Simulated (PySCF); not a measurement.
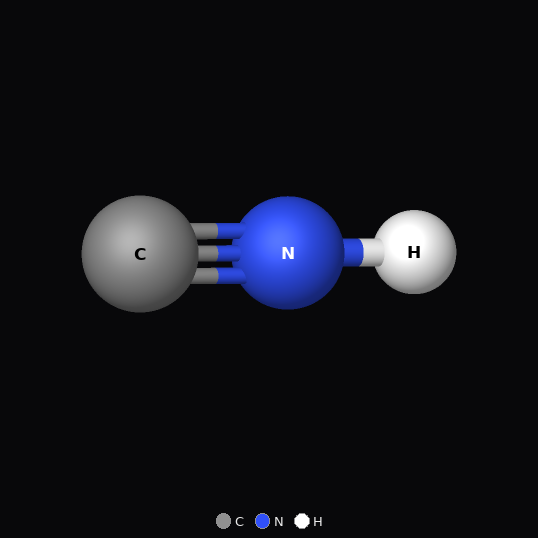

Computed geometry: PBE0-D3(BJ)/def2-SVP optimisation. No frequency run is at hand to confirm it as a minimum. Program: PySCF 2.14.0.

At this fixed geometry, give lowest singlet excitation (eV) at these levels: PBE0/6-31+G*; PBE0/6-31G*; PBE0/aug-cc-pVDZ; PBE0/aug-cc-pVTZ; PBE0/def2-SVP; PBE0/def2-TZVP; PBE0/def2-TZVPD.

```
           level  lowest singlet excitation (eV)
    PBE0/6-31+G*                            8.25
     PBE0/6-31G*                            8.51
PBE0/aug-cc-pVDZ                            8.09
PBE0/aug-cc-pVTZ                            8.08
   PBE0/def2-SVP                            8.36
  PBE0/def2-TZVP                            8.24
 PBE0/def2-TZVPD                            8.13
```
